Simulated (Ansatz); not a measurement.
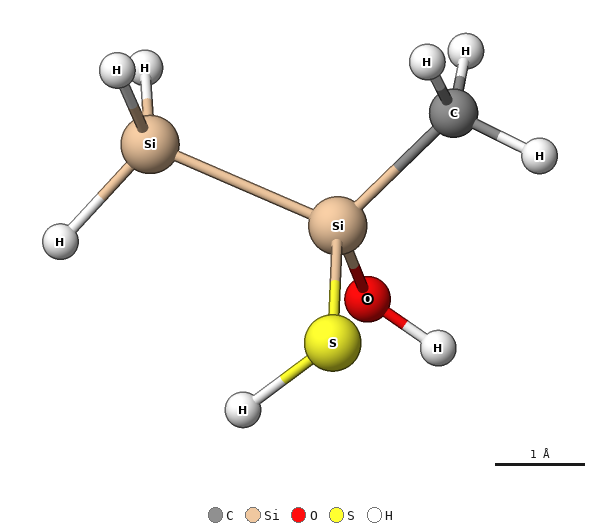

The starting structure (ball-and-stick view, seen on its broad side).

**Geometry relaxation, with input and output: CH₈OSSi₂**

System: CH₈OSSi₂, SMILES C[Si](O)([SiH3])S.
Method: RKS PBE0-D4/def2-TZVP (Ansatz 0.2.0).

The geometry: PBE-D4/def2-SVP start. Figures and captions count atoms from 1; the log counts them from 0 in places.

### Input
```yaml
crystal:
  periodic: [false, false, false]
  atoms:
    - {symbol: C, position_ang: [-1.129493, 0.533315, 1.402760]}
    - {symbol: Si, position_ang: [0.103367, 0.431860, -0.019413]}
    - {symbol: O, position_ang: [-0.252009, 1.496356, -1.281679]}
    - {symbol: Si, position_ang: [0.197096, -1.681708, -1.033684]}
    - {symbol: S, position_ang: [2.024938, 0.877658, 0.900119]}
    - {symbol: H, position_ang: [-2.157714, 0.366951, 1.023187]}
    - {symbol: H, position_ang: [-1.097479, 1.529482, 1.891309]}
    - {symbol: H, position_ang: [-0.909849, -0.234641, 2.171723]}
    - {symbol: H, position_ang: [-0.191404, 2.440058, -1.041050]}
    - {symbol: H, position_ang: [-1.074909, -2.023786, -1.765717]}
    - {symbol: H, position_ang: [0.431757, -2.726898, 0.025312]}
    - {symbol: H, position_ang: [1.343122, -1.728260, -2.010116]}
    - {symbol: H, position_ang: [2.733078, 0.685011, -0.248051]}
basis:
  gaussian: {orbitals: def2-TZVP}
hamiltonian: {xc: pbe0, dispersion: d4}
relax: {f_tol: 0.005, max_steps: 150}
```

Run as:
```bash
ansatz run in.yaml --threads 4 --pin off --events-out ev --progress --plain --max-ram 10444MiB
```

### The program's output
```
Functional definition: PBE0
  name "PBE0"
  cite "Adamo & Barone, J. Chem. Phys. 110, 6158 (1999) doi:10.1063/1.478522"
  cite "Perdew, Burke & Ernzerhof, Phys. Rev. Lett. 77, 3865 (1996) doi:10.1103/PhysRevLett.77.3865"
  parent pbe
  parameter a = 0.25
  parameter kappa = 0.804
  parameter beta = 0.06672455060314922
  exchange = (1 - a)*pbe_x(kappa = kappa, mu = beta*pi^2/3) + a*exact_x
  correlation = pbe_c(beta = beta)
1490 factors; their error is unknown
mean field evaluation 1: about -29787.1124 eV, gradient 6.7e1 eV
mean field evaluation 2: about -29778.2552 eV, gradient 9.4e1 eV
mean field evaluation 4: about -29795.6392 eV, gradient 4.3e0 eV
mean field evaluation 8: about -29795.6814 eV, gradient 5.5e-2 eV
mean field evaluation 16: about -29795.7705 eV, gradient 6.4e-5 eV
mean field -29795.77052944 eV, -1094.9743706583 hartree, gradient 6.4e-5 eV, S^2 0.000000; 0 other end points of the search recorded, 0 dependent functions left out
the calculation of the forces begins
reference -29795.77056586 eV, -1094.9743719967 hartree; 33, 33 occupied and 188, 188 virtual orbitals, 1490 factors
relax step   1: F+E_penalty+E_count = -29796.06710002 eV  Δ(F+E_penalty+E_count) = +0.000e0 eV  max|allowed force component| = 1.022e0 eV/Å  Δτ_max = 0.0000 Å  (27 SCF iters, accepted)
these checks for a lower state are left out or cut short: starts, cluster_reference, orbital_swaps, neighbouring_geometries, increment
1490 factors; their error is unknown
mean field -29795.82137713 eV, -1094.9762392763 hartree, gradient 1.2e-5 eV, S^2 0.000000; 0 other end points of the search recorded, 0 dependent functions left out
the calculation of the forces begins
reference -29795.82141339 eV, -1094.9762406089 hartree; 33, 33 occupied and 188, 188 virtual orbitals, 1490 factors
relax step   2: F+E_penalty+E_count = -29796.11994747 eV  Δ(F+E_penalty+E_count) = -5.285e-2 eV  max|allowed force component| = 5.145e-1 eV/Å  Δτ_max = 0.0466 Å  (31 SCF iters, accepted)
these checks for a lower state are left out or cut short: starts, cluster_reference, orbital_swaps, neighbouring_geometries, increment
1490 factors; their error is unknown
mean field -29795.82860372 eV, -1094.9765048488 hartree, gradient 1.2e-5 eV, S^2 0.000000; 0 other end points of the search recorded, 0 dependent functions left out
the calculation of the forces begins
reference -29795.82863985 eV, -1094.9765061766 hartree; 33, 33 occupied and 188, 188 virtual orbitals, 1490 factors
relax step   3: F+E_penalty+E_count = -29796.12807866 eV  Δ(F+E_penalty+E_count) = -8.131e-3 eV  max|allowed force component| = 2.035e-1 eV/Å  Δτ_max = 0.0413 Å  (31 SCF iters, accepted)
these checks for a lower state are left out or cut short: starts, cluster_reference, orbital_swaps, neighbouring_geometries, increment
1490 factors; their error is unknown
mean field evaluation 32: about -29795.7399 eV, gradient 1.2e0 eV
mean field -29795.83215273 eV, -1094.9766352723 hartree, gradient 1.1e-5 eV, S^2 0.000000; 0 other end points of the search recorded, 0 dependent functions left out
the calculation of the forces begins
reference -29795.83218889 eV, -1094.9766366012 hartree; 33, 33 occupied and 188, 188 virtual orbitals, 1490 factors
relax step   4: F+E_penalty+E_count = -29796.13157404 eV  Δ(F+E_penalty+E_count) = -3.495e-3 eV  max|allowed force component| = 1.170e-1 eV/Å  Δτ_max = 0.0227 Å  (31 SCF iters, accepted)
these checks for a lower state are left out or cut short: starts, cluster_reference, orbital_swaps, neighbouring_geometries, increment
1490 factors; their error is unknown
mean field -29795.83278544 eV, -1094.9766585242 hartree, gradient 1.1e-5 eV, S^2 0.000000; 0 other end points of the search recorded, 0 dependent functions left out
the calculation of the forces begins
reference -29795.83282162 eV, -1094.9766598535 hartree; 33, 33 occupied and 188, 188 virtual orbitals, 1490 factors
relax step   5: F+E_penalty+E_count = -29796.13208647 eV  Δ(F+E_penalty+E_count) = -5.124e-4 eV  max|allowed force component| = 8.153e-2 eV/Å  Δτ_max = 0.0067 Å  (32 SCF iters, accepted)
these checks for a lower state are left out or cut short: starts, cluster_reference, orbital_swaps, neighbouring_geometries, increment
1490 factors; their error is unknown
mean field -29795.83317137 eV, -1094.9766727067 hartree, gradient 1.1e-5 eV, S^2 0.000000; 0 other end points of the search recorded, 0 dependent functions left out
the calculation of the forces begins
reference -29795.83320752 eV, -1094.9766740353 hartree; 33, 33 occupied and 188, 188 virtual orbitals, 1490 factors
relax step   6: F+E_penalty+E_count = -29796.13246777 eV  Δ(F+E_penalty+E_count) = -3.813e-4 eV  max|allowed force component| = 7.390e-2 eV/Å  Δτ_max = 0.0223 Å  (31 SCF iters, accepted)
these checks for a lower state are left out or cut short: starts, cluster_reference, orbital_swaps, neighbouring_geometries, increment
1490 factors; their error is unknown
mean field -29795.83354281 eV, -1094.9766863569 hartree, gradient 1.1e-5 eV, S^2 0.000000; 0 other end points of the search recorded, 0 dependent functions left out
the calculation of the forces begins
reference -29795.83357898 eV, -1094.9766876860 hartree; 33, 33 occupied and 188, 188 virtual orbitals, 1490 factors
relax step   7: F+E_penalty+E_count = -29796.13283626 eV  Δ(F+E_penalty+E_count) = -3.685e-4 eV  max|allowed force component| = 2.702e-2 eV/Å  Δτ_max = 0.0135 Å  (31 SCF iters, accepted)
these checks for a lower state are left out or cut short: starts, cluster_reference, orbital_swaps, neighbouring_geometries, increment
1490 factors; their error is unknown
mean field evaluation 64: about -29795.8337 eV, gradient 2.9e-3 eV
mean field -29795.83368811 eV, -1094.9766916965 hartree, gradient 1.1e-5 eV, S^2 0.000000; 0 other end points of the search recorded, 0 dependent functions left out
the calculation of the forces begins
reference -29795.83372425 eV, -1094.9766930247 hartree; 33, 33 occupied and 188, 188 virtual orbitals, 1490 factors
relax step   8: F+E_penalty+E_count = -29796.13302137 eV  Δ(F+E_penalty+E_count) = -1.851e-4 eV  max|allowed force component| = 5.097e-3 eV/Å  Δτ_max = 0.0146 Å  (31 SCF iters, accepted)
these checks for a lower state are left out or cut short: starts, cluster_reference, orbital_swaps, neighbouring_geometries, increment
1490 factors; their error is unknown
mean field -29795.83372833 eV, -1094.9766931746 hartree, gradient 1.1e-5 eV, S^2 0.000000; 0 other end points of the search recorded, 0 dependent functions left out
the calculation of the forces begins
reference -29795.83376446 eV, -1094.9766945026 hartree; 33, 33 occupied and 188, 188 virtual orbitals, 1490 factors
relax step   9: F+E_penalty+E_count = -29796.13305019 eV  Δ(F+E_penalty+E_count) = -2.882e-5 eV  max|allowed force component| = 3.457e-3 eV/Å  Δτ_max = 0.0065 Å  (32 SCF iters, accepted)
```

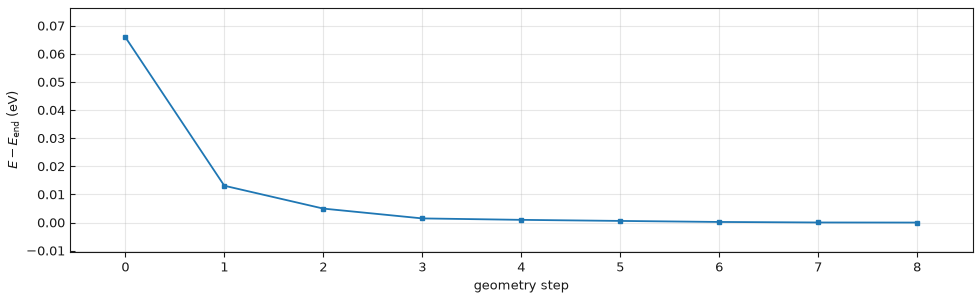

Progress of the relaxation, step by step (the first geometry is step 0 here and step 1 in the log).

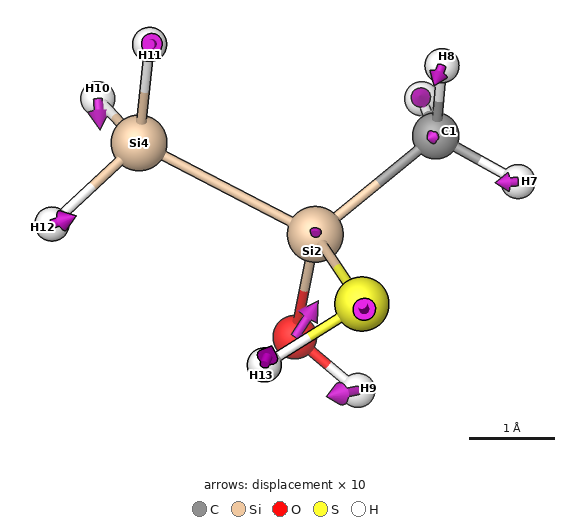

The starting structure with the displacements as pink arrows, magnified 10 times (ball-and-stick view, seen at a tilt). The two geometries are laid on each other by the best rigid fit. The largest move after the best rigid fit is that of O3, 0.053 Å. Largest moves by element: O 0.053 Å, H 0.051 Å, S 0.050 Å, C 0.015 Å, Si 0.012 Å. Among the contacts that change: Si2–O3 1.689 → 1.651 Å, Si2–S5 2.176 → 2.149 Å, C1–Si2 1.885 → 1.864 Å, S5–H13 1.363 → 1.344 Å. Among the angles that change: Si2–O3–H9 114.3° → 116.9°. The energy falls by 0.066 eV in 8 geometry steps. Largest force component: 1 eV/Å at the start, 0.0035 eV/Å at the end. (Atoms are counted from 1 in the order of the input.)

```
1490 factors; their error is unknown
mean field -29795.83372833 eV, -1094.9766931745 hartree, gradient 4.5e-5 eV, S^2 0.000000; 1 other end points of the search recorded, 0 dependent functions left out
the calculation of the forces begins
reference -29795.83376446 eV, -1094.9766945026 hartree; 33, 33 occupied and 188, 188 virtual orbitals, 1490 factors
Total energy: -29796.13308632 eV, -1094.9876943780 hartree
Atom 0 at    -1.116459     0.527174     1.397392 Å, force    -0.002479     0.002358    -0.001484 eV/Å
Atom 1 at     0.092310     0.428853    -0.018191 Å, force     0.001353    -0.000511     0.000827 eV/Å
Atom 2 at    -0.274965     1.479261    -1.237630 Å, force    -0.002189    -0.000512    -0.001667 eV/Å
Atom 3 at     0.195994    -1.676275    -1.030990 Å, force     0.001319    -0.000081     0.002737 eV/Å
Atom 4 at     1.988076     0.902689     0.876794 Å, force    -0.001414    -0.003457    -0.002941 eV/Å
Atom 5 at    -2.133316     0.354802     1.036485 Å, force     0.001274    -0.000719    -0.000006 eV/Å
Atom 6 at    -1.085168     1.511915     1.871936 Å, force     0.001090    -0.001000     0.000066 eV/Å
Atom 7 at    -0.888149    -0.224171     2.156879 Å, force     0.000097    -0.001033     0.001846 eV/Å
Atom 8 at    -0.150505     2.413898    -1.058358 Å, force     0.000419     0.002038    -0.000362 eV/Å
Atom 9 at    -1.051476    -1.995248    -1.777971 Å, force     0.000063     0.001210    -0.000433 eV/Å
Atom 10 at     0.399989    -2.714820     0.015292 Å, force     0.000040     0.000198    -0.000459 eV/Å
Atom 11 at     1.345226    -1.721847    -1.975581 Å, force     0.000020     0.000762     0.000793 eV/Å
Atom 12 at     2.698942     0.679166    -0.241357 Å, force     0.000406     0.000746     0.001084 eV/Å
Dipole moment:    -0.128387     0.191070     0.061979 e Å
```

### Trajectory as extended XYZ (Å, eV, eV/Å), 9 frames, from step=1 to step=9
```
13
Properties=species:S:1:pos:R:3:forces:R:3 step=1 energy=-29796.06710
C    -1.1295    0.5333    1.4028   -0.1166   0.0842   0.1024
Si    0.1034    0.4319   -0.0194   -0.0884   0.4941  -0.3379
O    -0.2520    1.4964   -1.2817    0.2529   0.1157   1.0224
Si    0.1971   -1.6817   -1.0337    0.0344  -0.2267  -0.1091
S     2.0249    0.8777    0.9001   -0.1419  -0.1108  -0.5904
H    -2.1577    0.3670    1.0232    0.4772   0.0713   0.1832
H    -1.0975    1.5295    1.8913   -0.0135  -0.4765  -0.2331
H    -0.9098   -0.2346    2.1717   -0.0901   0.3578  -0.3815
H    -0.1914    2.4401   -1.0411   -0.0381  -0.7027  -0.2085
H    -1.0749   -2.0238   -1.7657    0.2635   0.0891   0.1586
H     0.4318   -2.7269    0.0253   -0.0526   0.2247  -0.2129
H     1.3431   -1.7283   -2.0101   -0.2387   0.0175   0.2061
H     2.7331    0.6850   -0.2481   -0.2482   0.0623   0.4008
13
Properties=species:S:1:pos:R:3:forces:R:3 step=2 energy=-29796.11995
C    -1.1249    0.5364    1.3922   -0.0208  -0.0420  -0.0216
Si    0.0930    0.4157   -0.0248   -0.1097   0.4941  -0.2415
O    -0.2538    1.4983   -1.2532    0.1191  -0.1948   0.5145
Si    0.2031   -1.6885   -1.0342   -0.0240  -0.0684  -0.0378
S     1.9899    0.8810    0.8820    0.0407  -0.0518  -0.1921
H    -2.1462    0.3749    1.0256    0.1323   0.0178   0.0600
H    -1.0834    1.5232    1.8717    0.0123  -0.1367  -0.0866
H    -0.9050   -0.2226    2.1528   -0.0418   0.0964  -0.0875
H    -0.1615    2.4271   -1.0077   -0.0189  -0.2139  -0.0956
H    -1.0601   -2.0208   -1.7564    0.0682   0.0059   0.0286
H     0.4352   -2.7180    0.0210   -0.0162   0.0561  -0.0556
H     1.3401   -1.7303   -1.9997   -0.0608   0.0117   0.0530
H     2.6941    0.6891   -0.2547   -0.0803   0.0257   0.1623
13
Properties=species:S:1:pos:R:3:forces:R:3 step=3 energy=-29796.12808
C    -1.1188    0.5292    1.3894    0.0909   0.0033  -0.0125
Si    0.1057    0.4276   -0.0120   -0.1506  -0.0604  -0.2035
O    -0.2660    1.4661   -1.2474    0.0743  -0.0183   0.1766
Si    0.1889   -1.6704   -1.0335    0.0380   0.0152   0.0584
S     1.9983    0.8930    0.8845    0.0077   0.0353   0.0548
H    -2.1305    0.3503    1.0231   -0.0417  -0.0055  -0.0403
H    -1.0925    1.5147    1.8570   -0.0131   0.0691   0.0500
H    -0.8928   -0.2160    2.1532    0.0092  -0.0360   0.0528
H    -0.1655    2.3967   -1.0354   -0.0166   0.0854  -0.0726
H    -1.0645   -2.0044   -1.7584   -0.0417   0.0107  -0.0163
H     0.4176   -2.6964    0.0157    0.0126  -0.0676   0.0184
H     1.3222   -1.7044   -1.9928    0.0435  -0.0203  -0.0386
H     2.7183    0.6794   -0.2288   -0.0125  -0.0109  -0.0272
13
Properties=species:S:1:pos:R:3:forces:R:3 step=4 energy=-29796.13157
C    -1.1183    0.5319    1.3891    0.0237  -0.0196  -0.0133
Si    0.0968    0.4264   -0.0205   -0.0655   0.0080  -0.0614
O    -0.2661    1.4815   -1.2424    0.0406  -0.0325   0.1170
Si    0.1964   -1.6788   -1.0310    0.0086   0.0066   0.0092
S     1.9875    0.8947    0.8818    0.0181   0.0079   0.0074
H    -2.1327    0.3595    1.0241   -0.0257  -0.0006  -0.0070
H    -1.0863    1.5172    1.8604   -0.0027   0.0251   0.0130
H    -0.8943   -0.2173    2.1513    0.0014  -0.0116   0.0173
H    -0.1557    2.4104   -1.0249   -0.0123   0.0294  -0.0609
H    -1.0600   -2.0078   -1.7559   -0.0168  -0.0015  -0.0124
H     0.4253   -2.7133    0.0129   -0.0003  -0.0090   0.0121
H     1.3304   -1.7172   -1.9923    0.0147  -0.0024  -0.0152
H     2.6975    0.6783   -0.2378    0.0162   0.0003  -0.0059
13
Properties=species:S:1:pos:R:3:forces:R:3 step=5 energy=-29796.13209
C    -1.1193    0.5313    1.3904    0.0090  -0.0123  -0.0006
Si    0.0937    0.4264   -0.0214   -0.0158  -0.0077  -0.0281
O    -0.2673    1.4823   -1.2409    0.0242   0.0027   0.0815
Si    0.1968   -1.6801   -1.0311    0.0007   0.0016  -0.0019
S     1.9866    0.8956    0.8800    0.0107   0.0055   0.0084
H    -2.1350    0.3596    1.0262   -0.0054   0.0013   0.0007
H    -1.0869    1.5171    1.8624   -0.0013   0.0024  -0.0002
H    -0.8950   -0.2183    2.1528   -0.0017   0.0002   0.0013
H    -0.1503    2.4118   -1.0285   -0.0130   0.0055  -0.0561
H    -1.0606   -2.0077   -1.7570   -0.0023  -0.0025  -0.0046
H     0.4249   -2.7158    0.0128   -0.0033   0.0036   0.0028
H     1.3311   -1.7197   -1.9936    0.0007   0.0019  -0.0006
H     2.7019    0.6829   -0.2374   -0.0026  -0.0021  -0.0026
13
Properties=species:S:1:pos:R:3:forces:R:3 step=6 energy=-29796.13247
C    -1.1170    0.5314    1.3912   -0.0016  -0.0039  -0.0105
Si    0.0958    0.4270   -0.0206    0.0155   0.0190  -0.0210
O    -0.2625    1.4822   -1.2410   -0.0085  -0.0739   0.0432
Si    0.1974   -1.6788   -1.0311    0.0009   0.0018  -0.0049
S     1.9901    0.8953    0.8807    0.0004  -0.0045   0.0086
H    -2.1320    0.3592    1.0255   -0.0076  -0.0011   0.0047
H    -1.0866    1.5172    1.8632    0.0023   0.0032   0.0011
H    -0.8931   -0.2181    2.1537    0.0002  -0.0024   0.0020
H    -0.1718    2.4143   -1.0339    0.0065   0.0593  -0.0189
H    -1.0588   -2.0017   -1.7612   -0.0018  -0.0037  -0.0042
H     0.4188   -2.7155    0.0133   -0.0031   0.0033   0.0029
H     1.3348   -1.7217   -1.9899   -0.0002   0.0022   0.0002
H     2.7055    0.6747   -0.2350   -0.0030   0.0008  -0.0034
13
Properties=species:S:1:pos:R:3:forces:R:3 step=7 energy=-29796.13284
C    -1.1166    0.5302    1.3934   -0.0172   0.0019  -0.0011
Si    0.0955    0.4279   -0.0191    0.0247  -0.0152   0.0270
O    -0.2654    1.4791   -1.2392   -0.0071   0.0184   0.0028
Si    0.1973   -1.6776   -1.0315   -0.0017  -0.0018  -0.0054
S     1.9906    0.8956    0.8830   -0.0144  -0.0058  -0.0147
H    -2.1323    0.3576    1.0285    0.0076   0.0006   0.0082
H    -1.0868    1.5162    1.8662    0.0031  -0.0098  -0.0061
H    -0.8920   -0.2195    2.1559   -0.0001   0.0035  -0.0058
H    -0.1652    2.4140   -1.0457    0.0012  -0.0002  -0.0150
H    -1.0578   -1.9995   -1.7654    0.0075   0.0000   0.0033
H     0.4149   -2.7149    0.0137   -0.0019   0.0048  -0.0048
H     1.3366   -1.7210   -1.9889   -0.0061   0.0017   0.0087
H     2.7016    0.6772   -0.2361    0.0045   0.0019   0.0029
13
Properties=species:S:1:pos:R:3:forces:R:3 step=8 energy=-29796.13302
C    -1.1167    0.5279    1.3959    0.0045  -0.0018   0.0017
Si    0.0941    0.4278   -0.0181   -0.0040   0.0017   0.0051
O    -0.2709    1.4786   -1.2379   -0.0001   0.0009   0.0008
Si    0.1956   -1.6766   -1.0310    0.0007  -0.0005  -0.0027
S     1.9895    0.8971    0.8799   -0.0020   0.0020  -0.0014
H    -2.1326    0.3520    1.0345   -0.0023   0.0002  -0.0020
H    -1.0880    1.5141    1.8675    0.0007   0.0006   0.0001
H    -0.8880   -0.2204    2.1583    0.0006   0.0000  -0.0005
H    -0.1542    2.4137   -1.0553    0.0011   0.0018  -0.0017
H    -1.0544   -1.9957   -1.7736   -0.0013  -0.0006  -0.0008
H     0.4041   -2.7150    0.0143    0.0003  -0.0018   0.0008
H     1.3411   -1.7206   -1.9801    0.0018  -0.0009   0.0008
H     2.7008    0.6824   -0.2396   -0.0001  -0.0016  -0.0002
13
Properties=species:S:1:pos:R:3:forces:R:3 step=9 energy=-29796.13305
C    -1.1165    0.5272    1.3974   -0.0025   0.0024  -0.0015
Si    0.0923    0.4289   -0.0182    0.0014  -0.0005   0.0008
O    -0.2750    1.4793   -1.2376   -0.0022  -0.0005  -0.0017
Si    0.1960   -1.6763   -1.0310    0.0013  -0.0001   0.0027
S     1.9881    0.9027    0.8768   -0.0014  -0.0035  -0.0029
H    -2.1333    0.3548    1.0365    0.0013  -0.0007   0.0000
H    -1.0852    1.5119    1.8719    0.0011  -0.0010   0.0001
H    -0.8881   -0.2242    2.1569    0.0001  -0.0010   0.0018
H    -0.1505    2.4139   -1.0584    0.0004   0.0020  -0.0004
H    -1.0515   -1.9952   -1.7780    0.0001   0.0012  -0.0004
H     0.4000   -2.7148    0.0153    0.0000   0.0002  -0.0005
H     1.3452   -1.7218   -1.9756    0.0000   0.0008   0.0008
H     2.6989    0.6792   -0.2414    0.0004   0.0007   0.0011
```

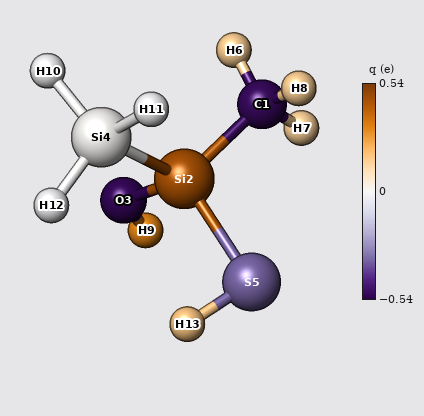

Mulliken charges, as the colour of each atom (ball-and-stick view, seen at a tilt; atoms are numbered from 1 in the order of the input). By element: C −0.50, Si +0.01 to +0.45, O −0.51, S −0.34 and H −0.01 to +0.32 e.

### Results in brief

```tsv
quantity	value
outcome	converged
total energy	−29796.1331 eV
mean-field energy	−29795.8338 eV
dispersion energy	−0.2993 eV
SCF solution under orbital rotations	stable
largest force (length of the vector) at the end	0.005 eV/Å
dipole moment	1.15 D
hardware	4 threads of Arm Neoverse V2, 23 GiB of memory available, shared host
wall time	40 s (CPU time 2.5 min)
peak memory	0.69 GiB
```
